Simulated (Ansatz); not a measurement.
```sh
ansatz run in.yaml --threads 2 --pin off --events-out ev --progress --plain --max-ram 4352MiB
```

```yaml
crystal:
  periodic: [false, false, false]
  atoms:
    - {symbol: B, position_ang: [-1.348804, 0.262454, -0.751476]}
    - {symbol: Te, position_ang: [-0.499494, -1.019644, 0.856731]}
    - {symbol: C, position_ang: [1.299466, -0.264781, 0.736093]}
    - {symbol: H, position_ang: [-2.494363, 0.104389, -1.002103]}
    - {symbol: H, position_ang: [-0.586493, 1.021521, -1.249372]}
    - {symbol: H, position_ang: [2.092682, -0.624075, 1.386408]}
    - {symbol: H, position_ang: [1.537005, 0.520135, 0.023718]}
basis:
  gaussian: {orbitals: def2-TZVPP}
total_charge: 1
hamiltonian: {xc: {name: B3LYP}, dispersion: d4}
```

Work out the structure from the coordinates.

Formula CH₄BTe⁺. The point group is Cs. All atoms lie on one plane. Coordination: 1 B trigonal planar; 1 Te bent; 1 C trigonal planar.

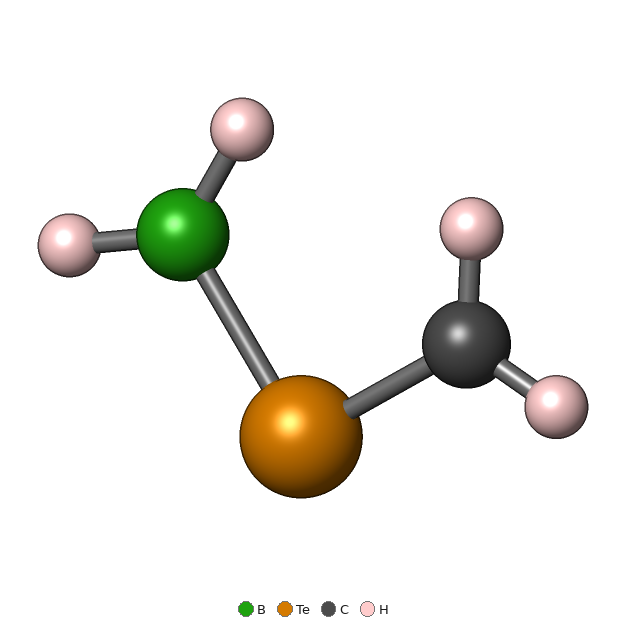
